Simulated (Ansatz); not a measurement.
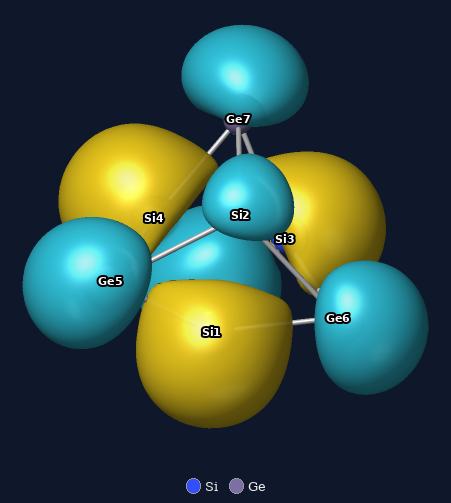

Figure 1: Ge$_{3}$Si$_{4}$. The HOMO−1 at ±0.06 Å⁻³ᐟ² (yellow and cyan are the two phases), seen at a tilt.

Geometry: PBE-D4/def2-SVP; not at a stationary point (largest force 0.5 eV/Å).

Method: Ansatz 0.2.0, RKS PBE0-D4/def2-TZVP.

```yaml
atoms:
  - { symbol: Si, position_ang: [-0.0188, -0.8361, 1.4038] }
  - { symbol: Si, position_ang: [1.2074, 0.1983, -0.5894] }
  - { symbol: Si, position_ang: [-1.1254, -0.8188, -0.8570] }
  - { symbol: Si, position_ang: [-0.8522, 1.3283, 0.4250] }
  - { symbol: Ge, position_ang: [1.0607, 1.2799, 1.9304] }
  - { symbol: Ge, position_ang: [0.5857, -2.4604, -0.3039] }
  - { symbol: Ge, position_ang: [-0.8574, 1.3089, -2.0090] }
```

Question: Where does this orbital lie, and at what energy?

Answer: Its weight (Hirshfeld) is mainly on Si1 (about 20 %), Si3 (about 20 %), Si4 (about 20 %), Ge5 (about 10 %), Ge6 (about 10 %) and Ge7 (about 10 %). Its energy is −6.24 eV.
